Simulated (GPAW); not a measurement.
Band structure of YSe (Fm-3m, 2 atoms in the cell).

```
YSe
1.0
    0.00000     2.87839     2.87839
    2.87839     0.00000     2.87839
    2.87839     2.87839     0.00000
Y Se
1 1
Direct
  0.50000   0.50000   0.50000
  0.00000   0.00000   0.00000
```

Method: PBEsol, GPAW PAW datasets PBEsol (made by gpaw-setup) (plane waves; GPAW).

Settings: mode = pw; ecut = 550 eV; xc = PBEsol; kpts = 8 8 8; mesh shift (steps) = 0 0 0; occupations.name = methfessel-paxton; occupations.width = 0.2 eV; occupations.order = 0; nbands = -6; symmetry.symmorphic = false; symmetry.tolerance = 0.0005; maxiter = 150; bandpath_npoints = 40.

The starting cell comes from a database of computed structures (which also holds hypothetical and non-ambient phases and stackings), without a prior relaxation at this level.

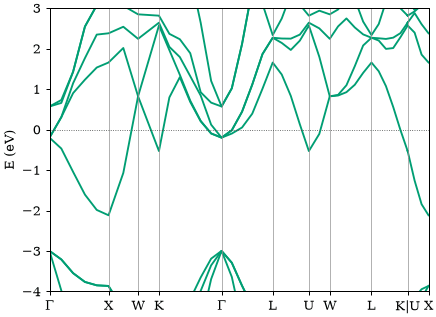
Figure: Bands along the path, energies from the Fermi level.

Levels in eV from the Fermi level, bands 5 to 12:
```
point       5      6      7      8      9     10     11    12
-----  ------  -----  -----  -----  -----  -----  -----  ----
Γ      -15.10  -3.00  -3.00  -3.00  -0.20  -0.20  -0.20  0.57
X      -14.50  -5.44  -3.86  -3.86  -2.12   1.66   2.38  3.14
W      -14.31  -5.12  -5.04  -5.04   0.82   0.82   2.24  2.85
K      -14.32  -5.34  -5.26  -4.38  -0.53   2.57   2.64  2.81
L      -14.07  -6.81  -4.82  -4.82   1.65   2.27   2.27  2.33
U      -14.32  -5.34  -5.26  -4.38  -0.53   2.57   2.64  2.81
```

Bands cross the Fermi level along this path, so the cell is metallic at this level.
